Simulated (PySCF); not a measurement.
# C3H7F2NSi2: the cost of one run

The runs use PySCF 2.14.0, with density-fitted response routines of our own; the level of theory stands in each step. All values are computed, except where a source is named. Atoms are numbered from 0 throughout.

## 1. The starting structure

15 atoms, charge 0, multiplicity 1; geometry from: GFN2-xTB.

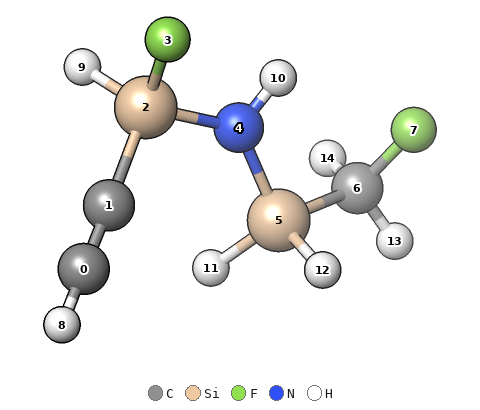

The starting geometry (carbon grey, silicon light orange, fluorine green, nitrogen blue, hydrogen white), atoms numbered.

## 2. Excited states and response: CAM-B3LYP/def2-SVPD

The job: settings as JSON, then the geometry in Å.

```
{"job": {"kind": "uv", "xc": "CAM-B3LYP", "basis": "def2-SVPD", "nstates": 8, "ntriplets": 3}, "charge": 0, "multiplicity": 1}
C      3.303764     1.197954     0.112181
C      2.604161     0.263637    -0.172508
Si     1.541197    -1.167166    -0.644693
F      2.000530    -2.466599     0.190654
N     -0.085026    -0.832900    -0.168284
Si    -0.888550     0.669995     0.103519
C     -2.757397     0.305318    -0.111324
F     -3.128605    -0.774958     0.669233
H      3.915618     2.014199     0.370245
H      1.673213    -1.552112    -2.042055
H     -0.626512    -1.652949     0.065561
H     -0.487457     1.626147    -0.928950
H     -0.659256     1.191868     1.454030
H     -3.381865     1.141829     0.205867
H     -3.028228     0.043729    -1.136700
```

Level: TDDFT CAM-B3LYP/def2-SVPD, vertical, gas phase, core orbitals frozen in the response.

Run with:

```bash
$ OMP_NUM_THREADS=1 python probes_run.py task.json out
```

This one command runs all jobs of the session in turn.

**Question.** How long does this job take on 1 thread of Arm Neoverse N1, shared host, and how much memory does it need?

About 2.1 min, with a peak of 1.1 GiB.
